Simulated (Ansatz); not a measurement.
# SiNS+ (triplet): correlated methods under varied settings

What do other methods and options give for SiNS+ (triplet) at this geometry, and how long do they take?

Method: the settings change from run to run; program: Ansatz 0.2.0, Gaussian basis.

28 further runs of the same task are left out: 17 that didn't finish, 11 set aside as unsound or not needed.

### 1 What is computed

The geometry is a PBE0/def2-TZVP stationary point (not a proven minimum) of the parent state, kept for this charge and spin.

3 atoms, charge 1, spin multiplicity 3.

Atoms are counted from 1 here; the program's logs count them from 0.

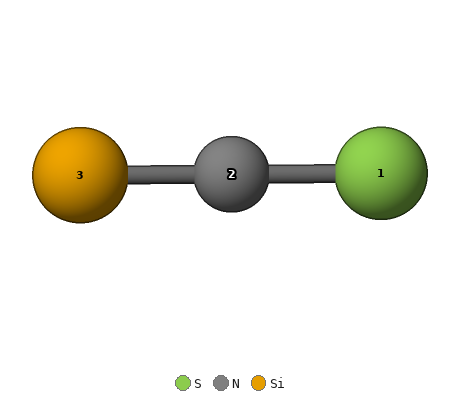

The structure; sulfur green, nitrogen grey, silicon amber; atoms are numbered from 1 in the order of the file.

### 2 MP2 on UHF/6-31G*

File in.yaml:

```yaml
crystal:
  periodic: [false, false, false]
  atoms:
    - {symbol: S, position_ang: [0.000000, 0.000000, -1.580500]}
    - {symbol: N, position_ang: [0.000000, 0.000000, -0.005800]}
    - {symbol: Si, position_ang: [0.000000, 0.000000, 1.586300]}
basis:
  gaussian: {orbitals: "6-31G*", fitting: {mean_field: def2-universal-jkfit}, point_charges: [{charge: 0.50, position_ang: [4.672, -0.662, 0.600]}]}
total_charge: 1
magnetization: {spin_polarized: true, initial_magnetization: 2}
correlation: {method: mp2, electrons: all}
```

Run with:

```sh
ansatz run in.yaml --threads 1 --pin off --events-out ev --progress --plain --max-ram 2393MiB
```

The log of the run:

```text
Functional definition: HF
  name "HF"
  cite "Fock, Z. Phys. 61, 126 (1930) doi:10.1007/BF01340294"
  parent pbe
  exchange = exact_x
  correlation = 0
333 factors; integrals over basis functions are off by at most 9.2e-2 eV
mean field evaluation 1: about -20145.0968 eV, gradient 3.6e1 eV
mean field evaluation 2: about -20146.5412 eV, gradient 3.0e1 eV
mean field evaluation 4: about -20150.6065 eV, gradient 8.1e-1 eV
mean field evaluation 8: about -20150.6213 eV, gradient 2.1e-6 eV
mean field evaluation 16: about -20150.6198 eV, gradient 2.1e-1 eV
mean field -20150.62132343 eV, -740.5216750544 hartree, gradient 2.1e-6 eV, S^2 2.025119; 4 other end points of the search recorded, 0 dependent functions left out
reference -20150.62132343 eV, -740.5216750544 hartree; 19, 17 occupied and 34, 36 virtual orbitals, 333 factors
second order -9.41742071 eV of doubles, -0.00000000 eV of singles
Total energy: -20160.03874414 eV, -740.8677588820 hartree
```

Run time: 2.6 s. Hardware: 1 thread of AMD EPYC, shared host.

From the report: ⟨S²⟩ of the determinant 2.025 (pure triplet: 2.00).

### 3 HF/def2-SVP

File in.yaml:

```yaml
crystal:
  periodic: [false, false, false]
  atoms:
    - {symbol: S, position_ang: [0.000000, 0.000000, -1.580500]}
    - {symbol: N, position_ang: [0.000000, 0.000000, -0.005800]}
    - {symbol: Si, position_ang: [0.000000, 0.000000, 1.586300]}
basis:
  gaussian: {orbitals: def2-SVP, fitting: {mean_field: def2-universal-jkfit}}
total_charge: 1
magnetization: {spin_polarized: false, initial_magnetization: 2}
hamiltonian: {xc: hf}
output: {orbitals: {seedname: orbitals}}
```

Same command.

The log of the run:

```text
Functional definition: HF
  name "HF"
  cite "Fock, Z. Phys. 61, 126 (1930) doi:10.1007/BF01340294"
  parent pbe
  exchange = exact_x
  correlation = 0
333 factors; integrals over basis functions are off by at most 7.2e-2 eV
mean field evaluation 1: about -20140.6992 eV, gradient 4.5e1 eV
mean field evaluation 2: about -20139.4797 eV, gradient 4.6e1 eV
mean field evaluation 4: about -20145.5241 eV, gradient 2.1e0 eV
mean field evaluation 8: about -20145.5589 eV, gradient 1.7e-4 eV
mean field evaluation 16: about -20139.7354 eV, gradient 5.6e0 eV
mean field -20145.55885044 eV, -740.3356326034 hartree, gradient 2.7e-5 eV, S^2 2.000000; 0 other end points of the search recorded, 0 dependent functions left out
reference -20145.55885044 eV, -740.3356326034 hartree; 19, 17 occupied and 31, 33 virtual orbitals, 333 factors
Total energy: -20145.55885044 eV, -740.3356326034 hartree
```

It took 1.9 s on 1 thread of AMD EPYC, shared host.

### 4 MP2 on UHF/def2-mTZVP

File in.yaml:

```yaml
crystal:
  periodic: [false, false, false]
  atoms:
    - {symbol: S, position_ang: [0.000000, 0.000000, -1.580500]}
    - {symbol: N, position_ang: [0.000000, 0.000000, -0.005800]}
    - {symbol: Si, position_ang: [0.000000, 0.000000, 1.586300]}
basis:
  gaussian: {orbitals: def2-mTZVP}
total_charge: 1
magnetization: {spin_polarized: true, initial_magnetization: 2}
correlation: {method: mp2, electrons: outside_noble_gas}
accuracy: high
```

Launched as before.

The log of the run:

```text
Functional definition: HF
  name "HF"
  cite "Fock, Z. Phys. 61, 126 (1930) doi:10.1007/BF01340294"
  parent pbe
  exchange = exact_x
  correlation = 0
1007 factors; integrals over basis functions are off by at most 3.5e-9 eV
mean field evaluation 1: about -20147.3967 eV, gradient 3.9e1 eV
mean field evaluation 2: about -20147.4056 eV, gradient 3.9e1 eV
mean field evaluation 4: about -20153.5344 eV, gradient 3.5e0 eV
mean field evaluation 8: about -20153.6422 eV, gradient 2.2e-1 eV
mean field evaluation 16: about -20153.3326 eV, gradient 2.1e0 eV
mean field evaluation 32: about -20153.6287 eV, gradient 1.1e0 eV
mean field -20153.64371205 eV, -740.6327457874 hartree, gradient 6.4e-8 eV, S^2 2.026043; 5 other end points of the search recorded, 0 dependent functions left out
11 core orbitals not correlated: weight in the atoms' cores, before any rotation towards them, 1.000 or more for the frozen orbitals, at most 0.000 for the correlated occupied ones
reference -20153.64371205 eV, -740.6327457874 hartree; 8, 6 occupied and 44, 46 virtual orbitals, 1007 factors
second order -9.10670491 eV of doubles, -0.00000000 eV of singles
Total energy: -20162.75041696 eV, -740.9674110203 hartree
```

Wall time 7 s (1 thread of AMD EPYC, shared host).

From the report: ⟨S²⟩ of the determinant 2.026 (pure triplet: 2.00).

### 5 MP2 on UHF/def2-mTZVP

in.yaml: that of step 4 with these lines changed.

```diff
@@ -10,3 +10,6 @@
 magnetization: {spin_polarized: true, initial_magnetization: 2}
-correlation: {method: mp2, electrons: outside_noble_gas}
+hamiltonian: {pseudopotentials: {relativity: scalar}}
+correlation: {method: mp2, electrons: valence}
 accuracy: high
+scf: {lower_state_search: off}
+output: {forces: true}
```

The command is unchanged.

The log of the run (excerpt; [...] marks lines left out):

```text
Functional definition: HF
  name "HF"
  cite "Fock, Z. Phys. 61, 126 (1930) doi:10.1007/BF01340294"
  parent pbe
[...]
1006 factors; integrals over basis functions are off by at most 3.5e-9 eV
[...]
mean field -20195.41578596 eV, -742.1678411895 hartree, gradient 6.3e-8 eV, S^2 2.025916; 0 other end points of the search recorded, 0 dependent functions left out
11 core orbitals not correlated: weight in the atoms' cores, before any rotation towards them, 1.000 or more for the frozen orbitals, at most 0.000 for the correlated occupied ones
reference -20195.41578596 eV, -742.1678411895 hartree; 8, 6 occupied and 44, 46 virtual orbitals, 1006 factors
second order -9.12080002 eV of doubles, -0.00000000 eV of singles
[...]
Total energy: -20204.53658598 eV, -742.5030244078 hartree
Relativity: scalar
Atom 0 at     0.000000     0.000000    -1.580500 Å, force     0.000000     0.000000     0.562009 eV/Å
Atom 1 at     0.000000     0.000000    -0.005800 Å, force    -0.000000    -0.000000    -2.729697 eV/Å
Atom 2 at     0.000000     0.000000     1.586300 Å, force     0.000000    -0.000000     2.167687 eV/Å
Dipole moment:    -0.000000    -0.000000     0.306829 e Å
Checks for a lower state left out: starts, cluster_reference, orbital_swaps, neighbouring_geometries, increment
```

Wall time 9 s (1 thread of AMD EPYC, shared host).

From the report: ⟨S²⟩ of the determinant 2.026 (pure triplet: 2.00).

### 6 MRCISD+Q(relaxed)(4,5)/6-31G

File in.yaml:

```yaml
crystal:
  periodic: [false, false, false]
  atoms:
    - {symbol: S, position_ang: [0.000000, 0.000000, -1.580500]}
    - {symbol: N, position_ang: [0.000000, 0.000000, -0.005800]}
    - {symbol: Si, position_ang: [0.000000, 0.000000, 1.586300]}
basis:
  gaussian: {orbitals: 6-31G, fitting: {mean_field: def2-universal-jkfit}}
total_charge: 1
magnetization: {spin_polarized: false, initial_magnetization: 2}
correlation: {method: fic_mrcisd_q_relaxed, electrons: outside_noble_gas, active_space: {window: {electrons: 4, orbitals: 5}}}
scf: {lower_state_search: off}
```

The command is unchanged.

The log of the run (excerpt; [...] marks lines left out):

```text
Functional definition: HF
  name "HF"
  cite "Fock, Z. Phys. 61, 126 (1930) doi:10.1007/BF01340294"
  parent pbe
[...]
333 factors; integrals over basis functions are off by at most 1.1e-3 eV
[...]
mean field -20149.34879535 eV, -740.4749105100 hartree, gradient 1.2e-6 eV, S^2 2.000000; 0 other end points of the search recorded, 0 dependent functions left out
reference -20149.34879535 eV, -740.4749105100 hartree; 19, 17 occupied and 16, 18 virtual orbitals, 333 factors
state -20149.93757315 eV, -740.4965476950 hartree
contracted CI cycle   1: correlation -0.00000000 eV, -0.0000000000 hartree, residual 1.77e1 eV
contracted CI cycle   2: correlation -4.36132918 eV, -0.1602758913 hartree, residual 3.24e0 eV
contracted CI cycle   3: correlation -4.61271264 eV, -0.1695140628 hartree, residual 1.15e0 eV
contracted CI cycle   4: correlation -4.64123497 eV, -0.1705622394 hartree, residual 4.29e-1 eV
contracted CI cycle   5: correlation -4.64610098 eV, -0.1707410619 hartree, residual 1.89e-1 eV
contracted CI cycle   6: correlation -4.64686414 eV, -0.1707691073 hartree, residual 6.55e-2 eV
contracted CI cycle   7: correlation -4.64695858 eV, -0.1707725780 hartree, residual 2.50e-2 eV
contracted CI cycle   8: correlation -4.64697347 eV, -0.1707731250 hartree, residual 8.51e-3 eV
contracted CI cycle   9: correlation -4.64697530 eV, -0.1707731923 hartree, residual 3.05e-3 eV
contracted CI cycle  10: correlation -4.64697554 eV, -0.1707732012 hartree, residual 1.01e-3 eV
state -20149.93757315 eV, -740.4965476950 hartree; corrected -20155.00889465 eV, -740.6829153228 hartree
Total energy: -20155.00889465 eV, -740.6829153228 hartree
Checks for a lower state left out: stability, starts, cluster_reference, orbital_swaps, neighbouring_geometries, increment
```

It took 2.8 s on 1 thread of AMD EPYC, shared host.

From the report: 24 determinants; active occupations 1.94, 1.00, 1.00, 0.03, 0.03.

### 7 MP2 on UHF/cc-pVDZ

File in.yaml:

```yaml
crystal:
  periodic: [false, false, false]
  atoms:
    - {symbol: S, position_ang: [0.000000, 0.000000, -1.580500]}
    - {symbol: N, position_ang: [0.000000, 0.000000, -0.005800]}
    - {symbol: Si, position_ang: [0.000000, 0.000000, 1.586300]}
basis:
  gaussian: {orbitals: cc-pVDZ}
total_charge: 1
magnetization: {spin_polarized: true, initial_magnetization: 2}
correlation: {method: mp2, electrons: valence}
accuracy: high
output: {forces: true}
```

Launched as before.

The log of the run (excerpt; [...] marks lines left out):

```text
Functional definition: HF
  name "HF"
  cite "Fock, Z. Phys. 61, 126 (1930) doi:10.1007/BF01340294"
  parent pbe
[...]
1004 factors; integrals over basis functions are off by at most 3.8e-9 eV
[...]
mean field -20152.93373225 eV, -740.6066545112 hartree, gradient 9.5e-8 eV, S^2 2.025383; 5 other end points of the search recorded, 0 dependent functions left out
11 core orbitals not correlated: weight in the atoms' cores, before any rotation towards them, 1.000 or more for the frozen orbitals, at most 0.000 for the correlated occupied ones
reference -20152.93373225 eV, -740.6066545112 hartree; 8, 6 occupied and 31, 33 virtual orbitals, 1004 factors
second order -8.80782933 eV of doubles, -0.00000000 eV of singles
[...]
Total energy: -20161.74156158 eV, -740.9303362688 hartree
Atom 0 at     0.000000     0.000000    -1.580500 Å, force     0.000000    -0.000000     0.356467 eV/Å
Atom 1 at     0.000000     0.000000    -0.005800 Å, force     0.000000    -0.000000    -3.543045 eV/Å
Atom 2 at     0.000000     0.000000     1.586300 Å, force    -0.000000     0.000000     3.186578 eV/Å
Dipole moment:     0.000000    -0.000000     0.264637 e Å
```

Run time: 9.5 s. Hardware: 1 thread of AMD EPYC, shared host.

From the report: ⟨S²⟩ of the determinant 2.025 (pure triplet: 2.00).

### 8 CCSD(T) on ROHF/cc-pVDZ

in.yaml: that of step 7 with these lines changed.

```diff
@@ -9,5 +9,3 @@
 total_charge: 1
-magnetization: {spin_polarized: true, initial_magnetization: 2}
-correlation: {method: mp2, electrons: valence}
-accuracy: high
-output: {forces: true}
+magnetization: {spin_polarized: false, initial_magnetization: 2}
+correlation: {method: ccsd_t, electrons: valence}
```

Same command.

The log of the run (excerpt; [...] marks lines left out):

```text
Functional definition: HF
  name "HF"
  cite "Fock, Z. Phys. 61, 126 (1930) doi:10.1007/BF01340294"
  parent pbe
[...]
515 factors; integrals over basis functions are off by at most 1.2e-3 eV
[...]
mean field -20152.71091004 eV, -740.5984659461 hartree, gradient 3.0e-6 eV, S^2 2.000000; 1 other end points of the search recorded, 0 dependent functions left out
[...]
determinant -20152.71091004 eV, -740.5984659461 hartree, with singles and doubles -20162.47909062 eV, -740.9574399610 hartree
determinant -20149.37541596 eV, -740.4758887993 hartree, with singles and doubles -20158.39058005 eV, -740.8071899688 hartree
11 core orbitals not correlated: weight in the atoms' cores, before any rotation towards them, 1.000 or more for the frozen orbitals, at most 0.000 for the correlated occupied ones
reference -20152.71091004 eV, -740.5984659461 hartree; 8, 6 occupied and 31, 33 virtual orbitals, 515 factors
second order -8.97609662 eV of doubles, -0.12783569 eV of singles
cycle   1  -9.76769369 eV  change    4.9e-4 eV  update   1.7e-3
[...]
cycle   7  -9.76857972 eV  change    3.3e-6 eV  update   5.7e-6
perturbative correction -0.41597996 eV, -0.0152869815 hartree
Total energy: -20162.89546972 eV, -740.9727416109 hartree
```

Run time: 11 s. Hardware: 1 thread of AMD EPYC, shared host.

From the report: correlation -10.1846 eV; T1 0.033; largest double amplitude 0.07.

### 9 BCCD on UHF/cc-pVDZ

in.yaml: that of step 8 with these lines changed.

```diff
@@ -9,3 +9,3 @@
 total_charge: 1
-magnetization: {spin_polarized: false, initial_magnetization: 2}
-correlation: {method: ccsd_t, electrons: valence}
+magnetization: {spin_polarized: true, initial_magnetization: 2}
+correlation: {method: bccd, electrons: outside_noble_gas}
```

Same command.

The log of the run (excerpt; [...] marks lines left out):

```text
Functional definition: HF
  name "HF"
  cite "Fock, Z. Phys. 61, 126 (1930) doi:10.1007/BF01340294"
  parent pbe
[...]
515 factors; integrals over basis functions are off by at most 1.2e-3 eV
[...]
mean field -20152.93359082 eV, -740.6066493137 hartree, gradient 9.8e-6 eV, S^2 2.025383; 5 other end points of the search recorded, 0 dependent functions left out
determinant -20152.93359082 eV, -740.6066493137 hartree, with singles and doubles -20162.48662056 eV, -740.9577166813 hartree
determinant -20149.62206916 eV, -740.4849531371 hartree, with singles and doubles -20158.39685562 eV, -740.8074205920 hartree
11 core orbitals not correlated: weight in the atoms' cores, before any rotation towards them, 1.000 or more for the frozen orbitals, at most 0.000 for the correlated occupied ones
reference -20152.93359082 eV, -740.6066493137 hartree; 8, 6 occupied and 31, 33 virtual orbitals, 515 factors
second order -8.80781934 eV of doubles, -0.00000000 eV of singles
cycle   1  -9.50703522 eV  change    4.6e-2 eV  update   1.7e-2
[...]
cycle   9  -9.51796659 eV  change    9.1e-6 eV  update   8.7e-6
Total energy: -20162.45155741 eV, -740.9564281343 hartree
```

Wall time 13 s (1 thread of AMD EPYC, shared host).

From the report: ⟨S²⟩ of the determinant 2.025 (pure triplet: 2.00); correlation -9.5180 eV; largest double amplitude 0.07.

### 10 CCSD/cc-pVDZ

in.yaml: that of step 9 with these lines changed.

```diff
@@ -10,2 +10,4 @@
 magnetization: {spin_polarized: true, initial_magnetization: 2}
-correlation: {method: bccd, electrons: outside_noble_gas}
+hamiltonian: {xc: {name: r2SCAN}}
+correlation: {method: ccsd, electrons: outside_noble_gas}
+scf: {omitted_lower_state_checks: [cluster_reference]}
```

The command is unchanged.

The log of the run (excerpt; [...] marks lines left out):

```text
Functional definition: r2SCAN
  name "r2SCAN"
  cite "Furness, Kaplan, Ning, Perdew & Sun, J. Phys. Chem. Lett. 11, 8208 (2020) doi:10.1021/acs.jpclett.0c02405"
  cite "Furness, Kaplan, Ning, Perdew & Sun, J. Phys. Chem. Lett. 11, 9248 (2020) doi:10.1021/acs.jpclett.0c03077"
  parent r2scan
[...]
515 factors; integrals over basis functions are off by at most 1.2e-3 eV
[...]
mean field -20190.88860577 eV, -742.0014703864 hartree, gradient 7.2e-6 eV, S^2 2.009034; 0 other end points of the search recorded, 0 dependent functions left out
11 core orbitals not correlated: weight in the atoms' cores, before any rotation towards them, 1.000 or more for the frozen orbitals, at most 0.000 for the correlated occupied ones
reference -20152.26525998 eV, -740.5820886082 hartree; 8, 6 occupied and 31, 33 virtual orbitals, 515 factors
second order -9.63759885 eV of doubles, -0.36888867 eV of singles
cycle   1  -9.55553226 eV  change    4.5e-1 eV  update   1.2e-1
[...]
cycle  10  -10.09056144 eV  change    1.1e-5 eV  update   1.6e-5
Total energy: -20162.35582142 eV, -740.9529099014 hartree
Checks for a lower state left out: cluster_reference
```

Wall time 11 s (1 thread of AMD EPYC, shared host).

From the report: ⟨S²⟩ of the determinant 2.009 (pure triplet: 2.00); correlation -10.0906 eV; T1 0.018; largest double amplitude 0.07. The orbitals are Kohn-Sham ones, so correlation energy and T1 don't compare with those on Hartree-Fock orbitals.

### 11 The runs in one table

Where basis and cores are those of an earlier UCCSDT(Q)/cc-pVDZ run (-20162.9710 eV), and the state is the same kind, the miss against it is given.

```
                                    level         correlated  functions  energy (eV)  from UCCSDT(Q) (meV)   time
MP2 on UHF/6-31G* (beside a point charge)                all         53  -20160.0387                        2.6 s
                              HF/def2-SVP                            50  -20145.5589                        1.9 s
                    MP2 on UHF/def2-mTZVP  outside noble gas         63  -20162.7504                          7 s
   MP2 on UHF/def2-mTZVP (relativity set)            valence         63  -20204.5366                          9 s
             MRCISD+Q(relaxed)(4,5)/6-31G  outside noble gas         35  -20155.0089                        2.8 s
                       MP2 on UHF/cc-pVDZ            valence         50  -20161.7416                1229.4  9.5 s
                  CCSD(T) on ROHF/cc-pVDZ            valence         50  -20162.8955                  75.5   11 s
                      BCCD on UHF/cc-pVDZ  outside noble gas         50  -20162.4516                 519.4   13 s
        CCSD/cc-pVDZ (on r2SCAN orbitals)  outside noble gas         50  -20162.3558                 615.2   11 s
```

### 12 What came out

| quantity | value |
| --- | --- |
| runs | 9 |
| quickest | HF/def2-SVP, 1.9 s |
| slowest | BCCD on UHF/cc-pVDZ, 13 s |

In words: Total energies in different bases, with other cores or another treatment of relativity can't be set against each other. BCCD on UHF/cc-pVDZ took 7 times as long as HF/def2-SVP; the jobs differ in more than the method. Among the correlated runs with a miss given, it spans +76 to +1229 meV. Cores frozen from Kohn-Sham orbitals shift the total energy.
